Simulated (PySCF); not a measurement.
**CH₂O₂: geometry, coupled-cluster ionisations and excitations**

What coupled-cluster ionisations and excitations should CH₂O₂ (`O=CO`) show?

Programs: PySCF 2.14.0, with density-fitted response routines of our own. Each step states its level of theory. These are calculated values for one molecule in the gas phase, unless marked as measured. Atoms count from 0, in the outputs and in this text.

### 1 Starting geometry

5 atoms, charge 0, multiplicity 1; geometry from: GFN2-xTB.

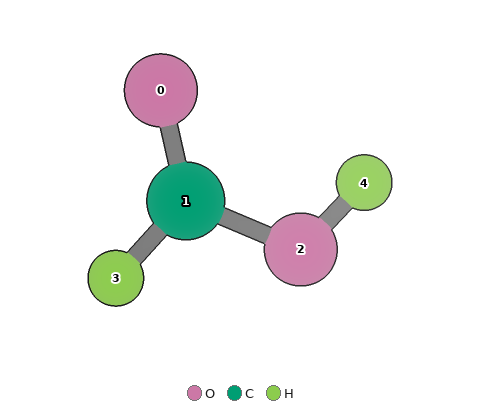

As it starts; oxygen pink, carbon teal, hydrogen green, atoms numbered; sticks join atoms by distance.

### 2 Optimising the geometry at PBE0-D3(BJ)/def2-TZVP

The job: settings as JSON, then the geometry in Å.

```
{"job": {"xc": "PBE0", "basis": "def2-TZVP", "d3": "d3bj", "grid": 2, "kind": "geom"}, "charge": 0, "multiplicity": 1}
O     -0.603400     0.961760     0.013040
C     -0.361040    -0.205970    -0.001200
O      0.848250    -0.740660    -0.011280
H     -1.117080    -1.005720    -0.007950
H      1.532790    -0.049570    -0.005730
```

Log:

```text
step   0  E = -189.64126370  max force = 0.013489
step   1  E = -189.64160924  max force = 0.007211
step   2  E = -189.64108343  max force = 0.010801
step   3  E = -189.64157772  max force = 0.004719
step   4  E = -189.64168156  max force = 0.001038
step   5  E = -189.64168433  max force = 0.000290
optimisation converged
```

Run time: 16 s. Hardware: 4 threads of Intel Xeon Platinum 8259CL at 2.50GHz (Skylake/Cascade Lake), shared host.

The steps of the relaxation: (the energy doesn't fall at every step)

```csv
step,energy from step 0 (eV),largest force component (eV/Å)
0,0.0000,0.6936
1,-0.0094,0.3708
2,0.0049,0.5554
3,-0.0085,0.2427
4,-0.0114,0.0534
5,-0.0114,0.0149
```

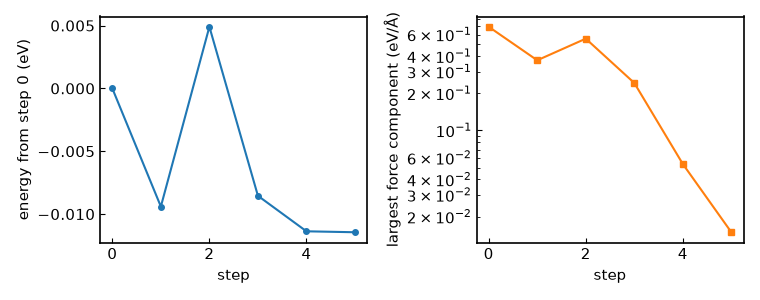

Energy and force, step by step.

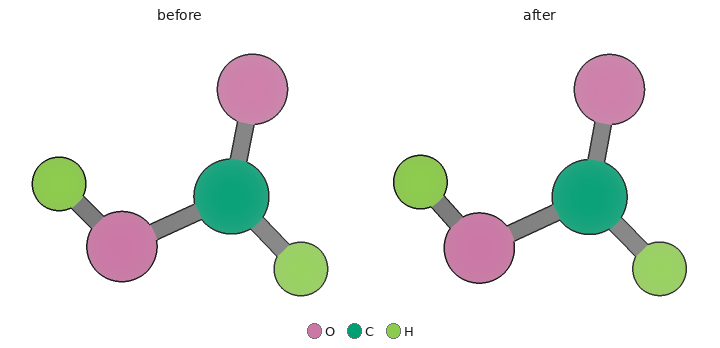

The geometry before (left) and after (right).

Distances of close pairs at the start and the end, largest changes first:

| bond | before (Å) | after (Å) | change (Å) |
| --- | --- | --- | --- |
| C1–O2 | 1.322 | 1.335 | +0.013 |
| O2–H4 | 0.973 | 0.969 | -0.004 |
| O0–C1 | 1.193 | 1.194 | +0.002 |
| C1–H3 | 1.101 | 1.099 | -0.002 |

The next job starts from the end point, and lists it.

```
                         at the end point                   value
  point group (found at 0.08 Å tolerance)                      Cs
rotational constants (GHz, main isotopes)  78.379, 12.194, 10.552
                        dipole moment (D)                    1.55
```

### 3 Coupled cluster and EOM states: aug-cc-pVDZ

The job: settings as JSON, then the geometry in Å.

```
{"job": {"kind": "eom", "basis": "aug-cc-pVDZ", "nip": 2, "nee": 6}, "charge": 0, "multiplicity": 1}
O     -0.586477     0.960650     0.012896
C     -0.357617    -0.211445    -0.001267
O      0.861051    -0.756383    -0.011624
H     -1.119265    -1.003681    -0.007761
H      1.501827    -0.029300    -0.005363
```

Level: EOM-CCSD/aug-cc-pVDZ, vertical, frozen core, gas phase.

Log:

```text
E(HF) = -188.7979705512
E(MP2) = -189.3253878184
E(CCSD) = -189.3360251807
T1 diagnostic = 0.0175

EOM-IP-CCSD (eV)   Koopmans (eV)
  11.2867      12.8955
  12.4387      13.5637

EOM-EE-CCSD singlets (eV): 5.9879 7.7588 8.2827 8.5404 8.7762 9.2354

EOM-EE-CCSD triplets (eV): 5.6187 6.4813 7.6109
```

It took 2.1 min on 4 threads of Intel Xeon Platinum 8259CL at 2.50GHz (Skylake/Cascade Lake), shared host.

The ionised states, with their leading hole:

| hole | EOM-IP-CCSD (eV) | Koopmans (eV) | difference | one-hole weight |
| --- | --- | --- | --- | --- |
| HOMO | 11.29 | 12.90 | -1.61 | 0.95 |
| HOMO−1 | 12.44 | 13.56 | -1.12 | 0.95 |

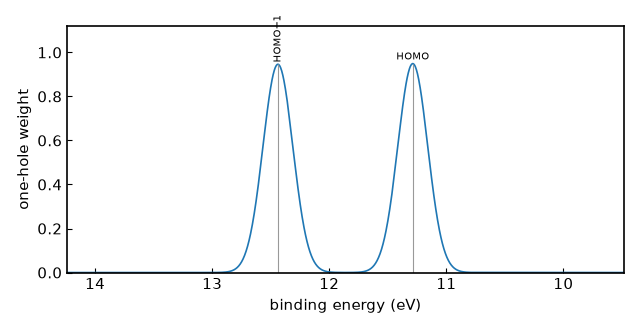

Valence photoelectron lines. Lines are broadened to a width of 0.30 eV (Gaussian).

Excited states (Hartree-Fock orbitals):

```csv
state,eV,main excitations
singlet 1,5.99,"HOMO→LUMO+5 0.77, HOMO→LUMO+2 0.15"
singlet 2,7.76,"HOMO→LUMO 0.60, HOMO→LUMO+4 0.11"
singlet 3,8.28,"HOMO→LUMO+1 0.62, HOMO→LUMO+6 0.13"
singlet 4,8.54,"HOMO−1→LUMO 0.54, HOMO−1→LUMO+1 0.14"
singlet 5,8.78,"HOMO−1→LUMO+5 0.59, HOMO→LUMO+3 0.12"
singlet 6,9.24,"HOMO→LUMO+2 0.79, HOMO→LUMO+5 0.16"
triplet 1,5.62,"HOMO→LUMO+5 0.75, HOMO→LUMO+2 0.15"
triplet 2,6.48,"HOMO−1→LUMO+5 0.72, HOMO−1→LUMO+2 0.15"
triplet 3,7.61,"HOMO→LUMO 0.62, HOMO→LUMO+4 0.13"
```

### 4 What came out

```
                            quantity                    value
                         point group                       Cs
rotational constants (main isotopes)  78.38, 12.19, 10.55 GHz
    correlation energy, MP2 and CCSD        -14.35, -14.64 eV
                       T1 diagnostic                   0.0175
      first ionisation (EOM-IP-CCSD)                 11.29 eV
        lowest singlet (EOM-EE-CCSD)                  5.99 eV
```

Over 5 steps the energy fell by 0.011 eV; of the close pairs, C1–O2 changed most, 1.322 to 1.335 Å. No frequency check was run at this level, so the end point may be a saddle. MP2 recovers 98 % of the CCSD correlation energy. For the hole of the first ionisation, Koopmans' theorem lies 1.61 eV above EOM-IP-CCSD.
